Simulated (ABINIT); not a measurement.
# Quasiparticle gap of TiO2 (Rutile) in ABINIT, part 2 of 3

Wanted: ground state, empty states, screening and self-energy for TiO2 (Rutile).

ABINIT 10.8.3; PBE and many-body steps on it, plane waves. Known limits of the many-body steps: not at the basis limit; coarse k mesh.

So far. Step 2 (Ground state): The gap is direct, at Γ.

## Step 3: Bands along the symmetry lines

Level of this step: DFT, PBE, plane waves, norm-conserving pseudopotentials (ABINIT).

Levels along a band path, at the cheap level, show where the edges lie and whether the meshes to come will hold them.

run.abi reads:

```
acell 3*1.0 Angstrom
rprim 
  4.592200000000 0.000000000000 0.000000000000
  0.000000000000 4.592200000000 0.000000000000
  0.000000000000 0.000000000000 2.957400000000
ntypat 2
znucl 22 8
natom 6
typat 1 1 2 2 2 2
xred 
  0.000000000000 0.000000000000 0.000000000000
  0.500000000000 0.500000000000 0.500000000000
  0.304960000000 0.304960000000 0.000000000000
  0.195040000000 0.804960000000 0.500000000000
  0.695040000000 0.695040000000 0.000000000000
  0.804960000000 0.195040000000 0.500000000000
pp_dirpath "pseudos"
pseudos "Ti.upf, O.upf"
ecut 38
iscf -2
irdden 1
kptopt 0
nkpt 75
kpt 
  0.00000000 0.00000000 0.00000000
  0.00000000 0.06250000 0.00000000
  0.00000000 0.12500000 0.00000000
  0.00000000 0.18750000 0.00000000
  0.00000000 0.25000000 0.00000000
  0.00000000 0.31250000 0.00000000
  0.00000000 0.37500000 0.00000000
  0.00000000 0.43750000 0.00000000
  0.00000000 0.50000000 0.00000000
  0.06250000 0.50000000 0.00000000
  0.12500000 0.50000000 0.00000000
  0.18750000 0.50000000 0.00000000
  0.25000000 0.50000000 0.00000000
  0.31250000 0.50000000 0.00000000
  0.37500000 0.50000000 0.00000000
  0.43750000 0.50000000 0.00000000
  0.50000000 0.50000000 0.00000000
  0.43750000 0.43750000 0.00000000
  0.37500000 0.37500000 0.00000000
  0.31250000 0.31250000 0.00000000
  0.25000000 0.25000000 0.00000000
  0.18750000 0.18750000 0.00000000
  0.12500000 0.12500000 0.00000000
  0.06250000 0.06250000 0.00000000
  0.00000000 0.00000000 0.00000000
  0.00000000 0.00000000 0.06250000
  0.00000000 0.00000000 0.12500000
  0.00000000 0.00000000 0.18750000
  0.00000000 0.00000000 0.25000000
  0.00000000 0.00000000 0.31250000
  0.00000000 0.00000000 0.37500000
  0.00000000 0.00000000 0.43750000
  0.00000000 0.00000000 0.50000000
  0.00000000 0.06250000 0.50000000
  0.00000000 0.12500000 0.50000000
  0.00000000 0.18750000 0.50000000
  0.00000000 0.25000000 0.50000000
  0.00000000 0.31250000 0.50000000
  0.00000000 0.37500000 0.50000000
  0.00000000 0.43750000 0.50000000
  0.00000000 0.50000000 0.50000000
  0.06250000 0.50000000 0.50000000
  0.12500000 0.50000000 0.50000000
  0.18750000 0.50000000 0.50000000
  0.25000000 0.50000000 0.50000000
  0.31250000 0.50000000 0.50000000
  0.37500000 0.50000000 0.50000000
  0.43750000 0.50000000 0.50000000
  0.50000000 0.50000000 0.50000000
  0.43750000 0.43750000 0.50000000
  0.37500000 0.37500000 0.50000000
  0.31250000 0.31250000 0.50000000
  0.25000000 0.25000000 0.50000000
  0.18750000 0.18750000 0.50000000
  0.12500000 0.12500000 0.50000000
  0.06250000 0.06250000 0.50000000
  0.00000000 0.00000000 0.50000000
  0.00000000 0.50000000 0.00000000
  0.00000000 0.50000000 0.06250000
  0.00000000 0.50000000 0.12500000
  0.00000000 0.50000000 0.18750000
  0.00000000 0.50000000 0.25000000
  0.00000000 0.50000000 0.31250000
  0.00000000 0.50000000 0.37500000
  0.00000000 0.50000000 0.43750000
  0.00000000 0.50000000 0.50000000
  0.50000000 0.50000000 0.00000000
  0.50000000 0.50000000 0.06250000
  0.50000000 0.50000000 0.12500000
  0.50000000 0.50000000 0.18750000
  0.50000000 0.50000000 0.25000000
  0.50000000 0.50000000 0.31250000
  0.50000000 0.50000000 0.37500000
  0.50000000 0.50000000 0.43750000
  0.50000000 0.50000000 0.50000000
istwfk *1
nband 36
nbdbuf 7
tolwfr 1e-07
nstep 50
prtwf 0
prtvol 0
indata_prefix "in"
outdata_prefix "out"
tmpdata_prefix "tmp"
```

The run is started by

```bash
$ OMP_NUM_THREADS=1 mpirun -n 8 abinit run.abi > log
```

Numbers of over 12 decimals in the logs are rounded to 6 here.

Log:

```text
.Version 10.8.3 of ABINIT. v10.8.2 released Aug 2026.

 Symmetries : space group P4_2/m n m (#136); Bravais tP (primitive tetrag.)
[... echo of the input left out ...]
== DATASET  1 ==================================================================
-   mpi_nproc: 8, omp_nthreads: 1 (-1 if OMP is not activated)

--- !DatasetInfo
iteration_state: {dtset: 1, }
dimensions: {natom: 6, nkpt: 75, mband: 36, nsppol: 1, nspinor: 1, nspden: 1, mpw: 4748, }
cutoff_energies: {ecut:  38.0, pawecutdg:  -1.0, }
electrons: {nelect:   4.80000000E+01, charge:   0.00000000E+00, occopt:   1.00000000E+00, tsmear:   1.00000000E-02, }

 Real(R)+Recip(G) space primitive vectors, cartesian coordinates (Bohr,Bohr^-1):
 R(1)=  8.6780003  0.0000000  0.0000000  G(1)=  0.1152339  0.0000000  0.0000000
 R(2)=  0.0000000  8.6780003  0.0000000  G(2)=  0.0000000  0.1152339  0.0000000
 R(3)=  0.0000000  0.0000000  5.5886760  G(3)=  0.0000000  0.0000000  0.1789333
 Unit cell volume ucvol=  4.2087028E+02 bohr^3
 Angles (23,13,12)=  9.00000000E+01  9.00000000E+01  9.00000000E+01 degrees

 getcut: wavevector=  0.0000  0.0000  0.0000  ngfft=  50  50  32
         ecut(hartree)=     38.000   => boxcut(ratio)=   2.06340

--- Pseudopotential description ------------------------------------------------
- Ti Generated using ONCVPSP code by D. R. Hamann
- 22.00000  12.00000  171031                  znucl, zion, pspdat
12 -101130 2 -1 1586                          pspcod,pspxc,lmax,lloc,mmax
     nproj     2     2     2
  pspatm : epsatm=   14.68144553
         --- l  ekb(1:nproj) -->
             0   11.362348    1.263639
             1    1.975402   -0.084666
             2   -5.186090   -1.477451
 pspatm: atomic psp has been read  and splines computed

- O Generated using ONCVPSP code by D. R. Hamann
-  8.00000   6.00000  171031                  znucl, zion, pspdat
12 -101130 2 -1 936                           pspcod,pspxc,lmax,lloc,mmax
     nproj     2     2     1
  pspatm : epsatm=    6.19545534
         --- l  ekb(1:nproj) -->
[...]
2   -1.331955
 pspatm: atomic psp has been read  and splines computed

--------------------------------------------------------------------------------

================================================================================
 prteigrs : about to open file out_EIG
 Non-SCF case, kpt    1 (  0.00000  0.00000  0.00000), residuals and eigenvalues=
  7.14E-08  8.90E-08  5.46E-08  9.11E-08  2.73E-08  4.80E-08  2.12E-08  2.62E-08
  9.75E-08  6.02E-08  1.66E-08  9.84E-08  1.45E-08  3.39E-08  3.86E-08  3.82E-08
  5.37E-08  5.72E-08  7.86E-08  4.92E-08  3.27E-08  5.58E-08  7.20E-08  3.58E-08
[...]
5.20E-06  3.99E-05  1.27E-07  9.83E-08
 -1.8817E+00 -1.8810E+00 -1.0120E+00 -1.0120E+00 -1.0059E+00 -1.0059E+00
 -1.0043E+00 -1.0031E+00 -4.5917E-01 -4.1623E-01 -3.8859E-01 -3.8859E-01
[...]
6.23E-05  6.77E-05  1.25E-07  2.86E-04
[...]
Non-SCF case, kpt   74 (  0.50000  0.50000  0.43750), residuals and eigenvalues=
[...]
Non-SCF case, kpt   75 (  0.50000  0.50000  0.50000), residuals and eigenvalues=
[...]
3.0475E-01  3.0475E-01  3.2781E-01  3.2781E-01  3.2798E-01  3.2798E-01
  4.2733E-01  4.2733E-01  4.3102E-01  4.3102E-01  6.3866E-01  6.3866E-01

--- !ResultsGS
iteration_state: {dtset: 1, }
comment   : Summary of ground state results
lattice_vectors:
- [  8.6780003,   0.0000000,   0.0000000, ]
- [  0.0000000,   8.6780003,   0.0000000, ]
- [  0.0000000,   0.0000000,   5.5886760, ]
lattice_lengths: [   8.67800,    8.67800,    5.58868, ]
lattice_angles: [ 90.000,  90.000,  90.000, ] # degrees, (23, 13, 12)
lattice_volume:   4.2087028E+02
convergence: {deltae:  0.000E+00, res2:  0.000E+00, residm:  9.986E-08, diffor:  0.000E+00, }
etotal    :  -1.85209994E+02
entropy   :   0.00000000E+00
fermie    :   2.07992628E-01
cartesian_stress_tensor: null
pressure_GPa: null
xred      :
- [  0.0000E+00,   0.0000E+00,   0.0000E+00, Ti]
- [  5.0000E-01,   5.0000E-01,   5.0000E-01, Ti]
- [  3.0496E-01,   3.0496E-01,   0.0000E+00,  O]
- [  1.9504E-01,   8.0496E-01,   5.0000E-01,  O]
- [  6.9504E-01,   6.9504E-01,   0.0000E+00,  O]
- [  8.0496E-01,   1.9504E-01,   5.0000E-01,  O]
cartesian_forces: null
force_length_stats: {min: null, max: null, mean: null, }

 Integrated electronic density in atomic spheres:
 ------------------------------------------------
 Atom  Sphere_radius  Integrated_density
[...]
================================================================================

 ----iterations are completed or convergence reached----

 Mean square residual over all n,k,spin=   48.811E-09; max=  99.863E-09
 reduced coordinates (array xred) for    6 atoms
[...]
0.695040000000      0.695040000000      0.000000000000
       0.804960000000      0.195040000000      0.500000000000

 cartesian coordinates (angstrom) at end:
[...]
length scales=  1.889726125908  1.889726125908  1.889726125908 bohr
              =  1.000000000000  1.000000000000  1.000000000000 angstroms
 prteigrs : about to open file out_EIG
 Eigenvalues (hartree) for nkpt=  75  k points:
 kpt#   1, nband= 36, wtk=  1.00000, kpt=  0.0000  0.0000  0.0000 (reduced coord)
[...]
kpt#   2, nband= 36, wtk=  1.00000, kpt=  0.0000  0.0625  0.0000 (reduced coord)
[...]
kpt#   3, nband= 36, wtk=  1.00000, kpt=  0.0000  0.1250  0.0000 (reduced coord)
[...]
kpt#  74, nband= 36, wtk=  1.00000, kpt=  0.5000  0.5000  0.4375 (reduced coord)
[...]
0.43061    0.43061    0.63957    0.63957
 kpt#  75, nband= 36, wtk=  1.00000, kpt=  0.5000  0.5000  0.5000 (reduced coord)
[...]
0.07823    0.07823    0.10795    0.10795    0.16119    0.16119    0.18313    0.18313
   0.30475    0.30475    0.32781    0.32781    0.32798    0.32798    0.42733    0.42733
   0.43102    0.43102    0.63866    0.63866

== END DATASET(S) ==============================================================
================================================================================

 -outvars: echo values of variables after computation  --------
            nband          36
             nkpt          75
          spgroup         136
 [... the other variables as echoed above ...]

 Calculation completed.
```

It took 27 s on 8 MPI ranks of Arm Neoverse V2, shared host; peak memory 0.69 GiB; 3.5 min of CPU time.

Numbers from this step:

| Quantity | Value |
| --- | --- |
| gap | 1.917 eV |
| k of the valence top | 0, 0, 0 |
| k of the conduction bottom | 0, 0, 0 |
| least direct gap | 1.917 eV |

The gap is 1.917 eV, as in the run before at this level.

The electronic bands at the labelled points (eV, zero at the top of the highest filled band):

```csv
point,band 21,band 22,band 23,band 24,band 25,band 26,band 27,band 28
Γ,-0.71,-0.45,-0.45,0.00,1.92,2.22,2.45,2.55
X,-1.64,-1.64,-0.74,-0.74,2.59,2.59,3.06,3.06
M,-1.31,-1.31,-1.06,-1.06,1.96,1.96,2.57,2.57
Γ,-0.71,-0.45,-0.45,0.00,1.92,2.22,2.45,2.55
Z,-2.35,-2.35,-1.42,-1.42,3.01,3.01,3.21,3.21
R,-2.04,-2.04,-1.03,-1.03,1.95,1.95,3.24,3.24
A,-1.27,-1.27,-0.68,-0.68,2.63,2.63,3.26,3.26
Z,-2.35,-2.35,-1.42,-1.42,3.01,3.01,3.21,3.21
jump to X,-1.64,-1.64,-0.74,-0.74,2.59,2.59,3.06,3.06
R,-2.04,-2.04,-1.03,-1.03,1.95,1.95,3.24,3.24
jump to M,-1.31,-1.31,-1.06,-1.06,1.96,1.96,2.57,2.57
A,-1.27,-1.27,-0.68,-0.68,2.63,2.63,3.26,3.26
```

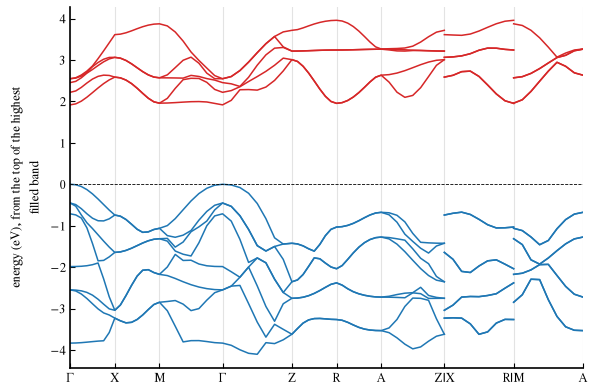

Electronic bands along the path; lines of filled and empty bands in two colours.

## Step 4: Empty states on the mesh, 2×2×4 mesh, 494 bands

The sums over transitions need many empty states on a uniform mesh; this step solves for them.

run.abi reads:

```
acell 3*1.0 Angstrom
rprim 
  4.592200000000 0.000000000000 0.000000000000
  0.000000000000 4.592200000000 0.000000000000
  0.000000000000 0.000000000000 2.957400000000
ntypat 2
znucl 22 8
natom 6
typat 1 1 2 2 2 2
xred 
  0.000000000000 0.000000000000 0.000000000000
  0.500000000000 0.500000000000 0.500000000000
  0.304960000000 0.304960000000 0.000000000000
  0.195040000000 0.804960000000 0.500000000000
  0.695040000000 0.695040000000 0.000000000000
  0.804960000000 0.195040000000 0.500000000000
pp_dirpath "pseudos"
pseudos "Ti.upf, O.upf"
ecut 38
ngkpt 2 2 4
nshiftk 1
shiftk 0 0 0
kptopt 1
chksymbreak 0
irdden 1
istwfk *1
nband 494
prtvol 0
optdriver 6
gwr_task "HDIAGO"
paral_kgb 0
occopt 1
indata_prefix "in"
outdata_prefix "out"
tmpdata_prefix "tmp"
```

Log:

```text
[banner, memory and clock lines left out]
.Version 10.8.3 of ABINIT. v10.8.2 released Aug 2026.

 Symmetries : space group P4_2/m n m (#136); Bravais tP (primitive tetrag.)
[... echo of the input left out ...]
== DATASET  1 ==================================================================
-   mpi_nproc: 8, omp_nthreads: 1 (-1 if OMP is not activated)

--- !DatasetInfo
iteration_state: {dtset: 1, }
dimensions: {natom: 6, nkpt: 9, mband: 494, nsppol: 1, nspinor: 1, nspden: 1, mpw: 4748, }
cutoff_energies: {ecut:  38.0, pawecutdg:  -1.0, }
electrons: {nelect:   4.80000000E+01, charge:   0.00000000E+00, occopt:   1.00000000E+00, tsmear:   1.00000000E-02, }

.Using double precision arithmetic; gwpc =  8

- Reading GS density from: in_DEN

--- Pseudopotential description ------------------------------------------------
- Ti Generated using ONCVPSP code by D. R. Hamann
- 22.00000  12.00000  171031                  znucl, zion, pspdat
12 -101130 2 -1 1586                          pspcod,pspxc,lmax,lloc,mmax
     nproj     2     2     2
  pspatm : epsatm=   14.68144553
         --- l  ekb(1:nproj) -->
             0   11.362348    1.263639
             1    1.975402   -0.084666
             2   -5.186090   -1.477451
 pspatm: atomic psp has been read  and splines computed

- O Generated using ONCVPSP code by D. R. Hamann
-  8.00000   6.00000  171031                  znucl, zion, pspdat
12 -101130 2 -1 936                           pspcod,pspxc,lmax,lloc,mmax
     nproj     2     2     1
  pspatm : epsatm=    6.19545534
         --- l  ekb(1:nproj) -->
             0    6.056735    0.824024
             1   -4.717130   -1.149271
             2   -1.331955
 pspatm: atomic psp has been read  and splines computed

   2.59894620E+03                                ecore*ucvol(ha*bohr**3)

 Total charge density [el/Bohr^3]
)     Maximum=    1.3433E+00  at reduced coord.    0.0400    0.9800    0.9063
)     Minimum=    4.6373E-03  at reduced coord.    0.5000    0.0000    0.2500
   Integrated=    4.8000E+01

 === KS gaps after direct diagonalization ===
 Direct band gap semiconductor
 Fundamental gap:     1.917 (eV)
   VBM:     5.660 (eV) at k: [ 0.0000E+00,  0.0000E+00,  0.0000E+00]
   CBM:     7.576 (eV) at k: [ 0.0000E+00,  0.0000E+00,  0.0000E+00]
 Direct gap:         1.917 (eV) at k: [ 0.0000E+00,  0.0000E+00,  0.0000E+00]

== END DATASET(S) ==============================================================

 -outvars: echo values of variables after computation  --------
           etotal      0.0000000000E+00
            nband         494
             nkpt           9
          spgroup         136
 [... the other variables as echoed above ...]

 Calculation completed.
```

Run time: 2.4 min. Hardware: 8 MPI ranks; peak memory 10 GiB; 19 min of CPU time.

Numbers from this step:

```
gap                                                           : 1.917 eV
k of the valence top                                          : 0, 0, 0
k of the conduction bottom                                    : 0, 0, 0
least direct gap                                              : 1.917 eV
k points computed                                             : 9
lowest point of the top converged band, above the valence top : 205.8604 eV
```

On this mesh the gap is 1.917 eV.

## Step 5: Screening, 2×2×4 mesh, 486 bands, screening to 274.8 eV

The RPA dielectric matrix is built and inverted for each q.

This step: RPA screening on PBE, plane waves, norm-conserving pseudopotentials.

run.abi, as its differences from that of step 4:

```diff
@@ -24,10 +24,11 @@
 chksymbreak 0
-irdden 1
 istwfk *1
-nband 494
-prtvol 0
-optdriver 6
-gwr_task "HDIAGO"
-paral_kgb 0
 occopt 1
+irdwfk 1
+optdriver 3
+nband 486
+ecuteps 10.1
+inclvkb 2
+awtr 1
+symchi 1
 indata_prefix "in"
```

Log:

```text
.Version 10.8.3 of ABINIT. v10.8.2 released Aug 2026.

 Symmetries : space group P4_2/m n m (#136); Bravais tP (primitive tetrag.)
[... echo of the input left out ...]
== DATASET  1 ==================================================================
-   mpi_nproc: 8, omp_nthreads: 1 (-1 if OMP is not activated)

--- !DatasetInfo
iteration_state: {dtset: 1, }
dimensions: {natom: 6, nkpt: 9, mband: 486, nsppol: 1, nspinor: 1, nspden: 1, mpw: 4748, }
cutoff_energies: {ecut:  38.0, pawecutdg:  -1.0, }
electrons: {nelect:   4.80000000E+01, charge:   0.00000000E+00, occopt:   1.00000000E+00, tsmear:   1.00000000E-02, }

 SCREENING: Calculation of the susceptibility and dielectric matrices

 Based on a program developped by R.W. Godby, V. Olevano, G. Onida, and L. Reining.
 Incorporated in ABINIT by V. Olevano, G.-M. Rignanese, and M. Torrent.
.Using double precision arithmetic ; gwpc =  8

[... cell and pseudopotentials left out ...]
--------------------------------------------------------------------------------

 ==== K-mesh for the wavefunctions ====
 Number of points in the irreducible wedge :     9
[... list of points left out ...]
 Together with 16 symmetry operations and time-reversal symmetry
 yields    16 points in the full Brillouin Zone.

 ==== Q-mesh for the screening function ====
 Number of points in the irreducible wedge :     9
[... list of points left out ...]
 Together with 16 symmetry operations and time-reversal symmetry
 yields    16 points in the full Brillouin Zone.

 setmesh: FFT mesh size selected  =    40x   40x   24
          total number of points  =        38400

 vcoul_init : cutoff-mode = AUXILIARY_FUNCTION
 q-points for optical limit:   1
     1)      0.000010    0.000020    0.000030

- screening: taking advantage of time-reversal symmetry
- Maximum band index for partially occupied states nbvw = 24
- Remaining bands to be divided among processors   nbcw = 462
- Number of bands treated by each node ~57

 Number of electrons calculated from density =   48.0000; Expected =   48.0000
 average of density, n =  0.114049
 r_s =    1.2792
 omega_plasma =   32.5763 [eV]

 calculating chi0 at frequencies [eV] :
  1    0.000000E+00    0.000000E+00
  2    0.000000E+00    3.257632E+01

--------------------------------------------------------------------------------
  q-point number  1        q = ( 0.000000, 0.000000, 0.000000) [r.l.u.]
--------------------------------------------------------------------------------
[... chi0 elements left out ...]
 For q-point:  0.000010 0.000020 0.000030
  dielectric constant =   8.8773
  dielectric constant without local fields =   9.3445

  Average fulfillment of the sum rule on Im[epsilon] for q-point    1 :     86.36  [%]
[... wings left out ...]
  q-point number  2        q = ( 0.500000, 0.000000, 0.000000) [r.l.u.]
--------------------------------------------------------------------------------
[... chi0 elements left out ...]
  Average fulfillment of the sum rule on Im[epsilon] for q-point    2 :     88.41  [%]

 [... 7 further q-points ...]
```

It took 4 min on 8 MPI ranks; peak memory 4.8 GiB.

Numbers from this step:

```
ε∞ with local fields, on this mesh, along the program's q direction : 8.877
the same without local fields                                       : 9.345
plasma frequency                                                    : 32.58 eV
plane waves in the screening matrix                                 : 623
```

Local fields lower ε∞ by 5 %. On a Γ-centred mesh this coarse the value itself is usually too large, while a short band sum pulls it down.

[end of part 2 of 3]

[Paths, hosts, dates, memory and timing lines, banners, echoed tables and standing remarks are left out of the program output.]

[Logs are printed without paths, hosts, clocks, repeated set-up lines and the standing remarks that a program may print on its own settings, such as how far it seeks lower states.]

[Runs of the session that timed out or met a known fault of the program may be left out.]

[Hosts, paths, dates, database ids (printed as entryN), source tags and the programs' standing remarks are cut or masked in the printed files.]

[G0W0 gaps are taken among the corrected bands and points alone; a level outside them can change the order at an edge.]

[Where Ansatz stands beside ABINIT at settings called matched, ABINIT's density can come from a denser mesh and the files from another edition; pairs whose starting gaps differed by over 0.03 eV were left out, so agreement reads better than it is.]
